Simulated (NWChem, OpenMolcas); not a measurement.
C2H2F2 (vinylidene fluoride): the dipole moment, rung by rung

C2H2F2: 6 atoms, total charge 0, spin state singlet. As SMILES, `C=C(F)F`. Geometry: relaxed at PBE0-D4/def2-TZVP.

Quantity: the dipole moment, in D. The values are calculated.

**What was measured.** NIST CCCBDB gives the dipole moment of the gas as 1.38 D.

```
                level                    kind     program  value (D)  computed − measured  CPU time
       HF/aug-cc-pVDZ            Hartree–Fock      NWChem       1.50                +0.12      63 s
    SVWN5/aug-cc-pVDZ                     LDA  OpenMolcas       1.15                -0.23      37 s
     BLYP/aug-cc-pVDZ                     GGA  OpenMolcas       1.12                -0.26      49 s
      PBE/aug-cc-pVDZ                     GGA  OpenMolcas       1.08                -0.30      45 s
   r2SCAN/aug-cc-pVDZ                meta-GGA      NWChem       1.13                -0.25      29 s
    BHLYP/aug-cc-pVDZ           global hybrid      NWChem       1.41                +0.03      47 s
     PBE0/aug-cc-pVDZ           global hybrid  OpenMolcas       1.24                -0.14      43 s
CAM-B3LYP/aug-cc-pVDZ  range-separated hybrid      NWChem       1.32                -0.06   2.5 min
```

Nearest: BHLYP/aug-cc-pVDZ (+0.03 D); farthest: PBE/aug-cc-pVDZ (-0.30 D). The measured dipole is a vibrational average, so differences of a few hundredths of a debye mean little. Computed less measured by kind, in D (aug-cc-pVDZ rows): Hartree–Fock +0.12; LDA -0.23; GGA -0.30 to -0.26; meta-GGA -0.25; global hybrid -0.14 to +0.03; range-separated hybrid -0.06. CPU times are rough (shared hosts, several kinds of processor): they show what a rung costs within a factor of a few.

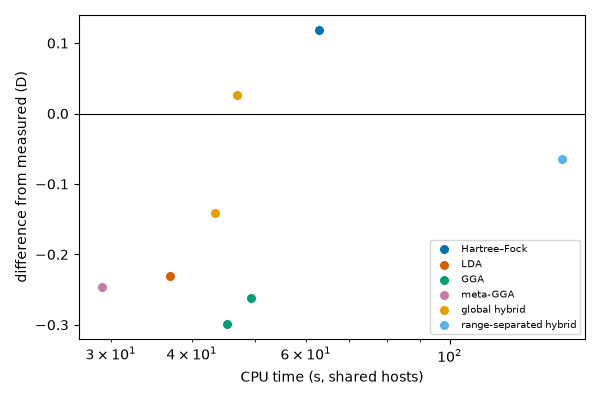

Difference from the measured value against processor time, one point a level.
